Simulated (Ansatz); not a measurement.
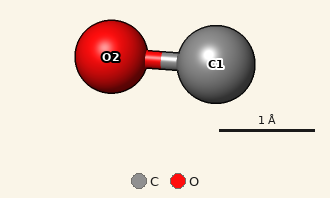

Figure 1. The input geometry (ball-and-stick view, seen at a tilt; atoms are numbered from 1 in the order of the input).

**Single-point calculation, with input and output: CO**

The run: single-point calculation of CO. Method and program: RKS B2PLYP (frozen core)/def2-TZVPPD (Ansatz 0.2.0).

The geometry comes from this level: PBE0-D4/def2-TZVP.

**The program's output**
```
Functional definition: B2PLYP
  name "B2PLYP"
  cite "Grimme, J. Chem. Phys. 124, 034108 (2006) doi:10.1063/1.2148954"
  cite "Becke, Phys. Rev. A 38, 3098 (1988) doi:10.1103/PhysRevA.38.3098"
  cite "Lee, Yang & Parr, Phys. Rev. B 37, 785 (1988) doi:10.1103/PhysRevB.37.785"
  parameter a = 0.53
  parameter c = 0.27
  exchange = (1 - a)*b88_x + a*exact_x
  correlation = (1 - c)*lyp_c + c*(mp2_os + mp2_ss)
485 factors; integrals over basis functions are off by at most 1.1e-3 eV
mean field evaluation 1: about -3078.0640 eV, gradient 3.1e1 eV
mean field evaluation 2: about -3078.0662 eV, gradient 3.1e1 eV
mean field evaluation 4: about -3079.5277 eV, gradient 3.8e0 eV
mean field evaluation 8: about -3079.5559 eV, gradient 7.2e-3 eV
mean field evaluation 16: about -3079.5559 eV, gradient 6.2e-6 eV
mean field -3079.55588274 eV, -113.1715912928 hartree, gradient 6.2e-6 eV, S^2 0.000000; 0 other end points of the search recorded, 0 dependent functions left out
2 core orbitals not correlated: weight in the atoms' cores, before any rotation towards them, 1.000 or more for the frozen orbitals, at most 0.000 for the correlated occupied ones
reference -3079.55599177 eV, -113.1715952993 hartree; 5, 5 occupied and 70, 70 virtual orbitals, 485 factors
second order -11.87552886 eV of doubles, -0.00000000 eV of singles
Total energy: -3082.76238456 eV, -113.2894280611 hartree
```

This output came from the following input.

**The input**
```yaml
crystal:
  periodic: [false, false, false]
  atoms:
    - {symbol: C, position_ang: [0.126855, 0.610163, 2.462730]}
    - {symbol: O, position_ang: [0.186275, 1.205638, 3.413499]}
basis:
  gaussian: {orbitals: "def2-TZVPPD.json"}
hamiltonian: {xc: {name: B2PLYP}}
```

Run as:
```bash
ansatz run in.yaml --threads 4 --pin off --events-out ev --progress --plain --max-ram 9574MiB
```

**Key numbers**

```csv
quantity,value
outcome,converged
total energy,−3082.7624 eV
mean-field energy,−3079.5560 eV
SCF solution under orbital rotations,stable
hardware,"4 threads of Intel Xeon, 15 GiB of memory available, shared host"
peak memory,0.43 GiB
```
